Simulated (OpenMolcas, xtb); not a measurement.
## InNH4 (SMILES [NH2][InH2]): the vertical energy of the triplet above the singlet, rung by rung

InNH4: 6 atoms, total charge 0, spin state singlet. SMILES: `[NH2][InH2]`. The coordinates come from a PBE0-D4/def2-TZVP relaxation.

Each level gives the vertical energy of the triplet above the singlet (eV). The values are calculated.

| level | kind | program | value (eV) | less CCSD(T)/def2-SVP | CPU time (all runs) |
| --- | --- | --- | --- | --- | --- |
| GFN2-xTB | semi-empirical | xtb | 4.39 | +0.13 | under 2 s |
| HF/def2-SVP (core potential) | Hartree–Fock | OpenMolcas | 3.37 | -0.89 | 13 s |
| SVWN5/def2-SVP (core potential) | LDA | OpenMolcas | 4.65 | +0.39 | 71 s |
| BLYP/def2-SVP (core potential) | GGA | OpenMolcas | 4.46 | +0.20 | 94 s |
| r2SCAN/def2-SVP (core potential) | meta-GGA | OpenMolcas | 4.14 | -0.12 | 2.1 min |
| B3LYP/def2-SVP (core potential) | global hybrid | OpenMolcas | 4.36 | +0.10 | 73 s |
| M06-2X/def2-SVP (core potential) | hybrid meta-GGA | OpenMolcas | 4.46 | +0.20 | 97 s |
| CCSD(T)/def2-SVP (core potential), open shells restricted | coupled cluster or CI | OpenMolcas | 4.26 | 0.00 | 51 s |

CCSD(T)/def2-SVP (core potential), open shells restricted is the highest level here, not the true value. Spin-orbit coupling, which can split open shells on such heavy atoms by tenths of an eV, is left out. The values span 3.37 to 4.65 eV. The xTB rows lack spin polarisation, so open shells miss the exchange term that lowers them. In the correlated wave-function rows the outer d shell of In is correlated, in sets not made for it. CPU times are rough (shared hosts, several kinds of processor): they show what a rung costs within a factor of a few.

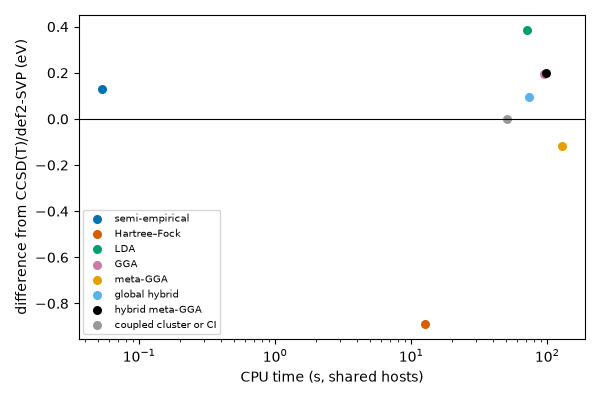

Difference from CCSD(T)/def2-SVP against processor time, one point a level.
